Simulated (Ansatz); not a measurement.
# CH₃B₂ (SMILES B=C[BH+]) (charge +1): what the fields show

```json
{"atom": "C", "x (Å)": "-1.1252", "y (Å)": "-0.5268", "z (Å)": "1.4059"}
{"atom": "B", "x (Å)": "-1.2604", "y (Å)": "-0.1970", "z (Å)": "0.0345"}
{"atom": "B", "x (Å)": "-2.1852", "y (Å)": "-0.4115", "z (Å)": "2.3391"}
{"atom": "H", "x (Å)": "-1.3860", "y (Å)": "0.0794", "z (Å)": "-1.0983"}
{"atom": "H", "x (Å)": "-0.1489", "y (Å)": "-0.8903", "z (Å)": "1.7638"}
{"atom": "H", "x (Å)": "-3.0711", "y (Å)": "-0.3114", "z (Å)": "3.1010"}
```

Geometry: B3LYP/6-31G*.

Method: isolated molecule in a Gaussian basis; Kohn-Sham density functional theory, functional PBE0 in Ansatz 0.2.0.

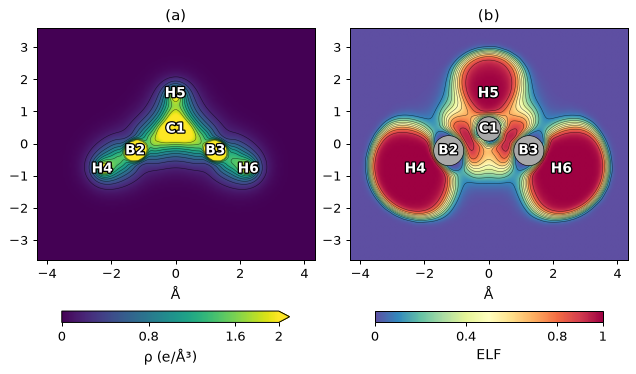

Figure 1. (a) electron density; (b) electron localisation function on the molecular plane. Grey discs cover the atomic cores in the ELF map.

What does the map show?

Atoms in the plane: C, B and H. C–B (1.42 Å): the density is about 1.8 e/Å³ at the midpoint; the ELF peaks at about 0.95 between the atoms (a covalent bond). C–H (1.10 Å): ρ is about 1.9 e/Å³ halfway; the ELF climbs to about 1 towards the hydrogen, as it does in any bond to H; a covalent bond by its length. B–H (1.17 Å): ρ is about 1.5 e/Å³ halfway; the ELF climbs to about 1 towards the hydrogen (an ordinary covalent bond to hydrogen).

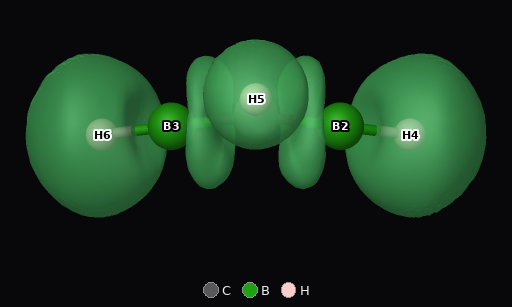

Figure 2. Isosurface of the electron localisation function at 0.85 (green), seen from one side. Only the valence region is drawn (cores and ρ < 0.01 e/Å³ removed).

What do the ELF domains correspond to?

The surface consists of two regions between bonded B–C atoms (shared pairs) and three regions around hydrogen nuclei.

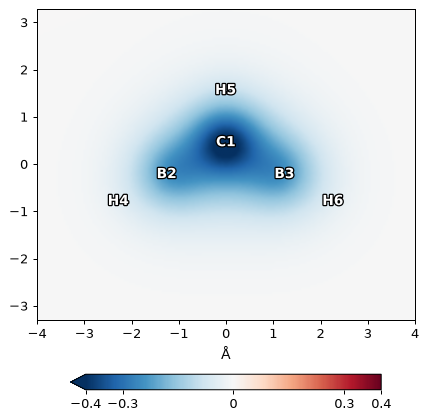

Figure 3. One frontier orbital on a plane 0.8 Å above the molecular plane (values in Å⁻³ᐟ²; the overall sign is arbitrary).

Which orbital is it: HOMO or LUMO?

The HOMO, at −14.55 eV. It lies mainly on C1 (about 50 %), B2 (about 25 %) and B3 (about 25 %); it changes sign across the molecular plane (π type); π-bonding across C1–B2 and C1–B3.
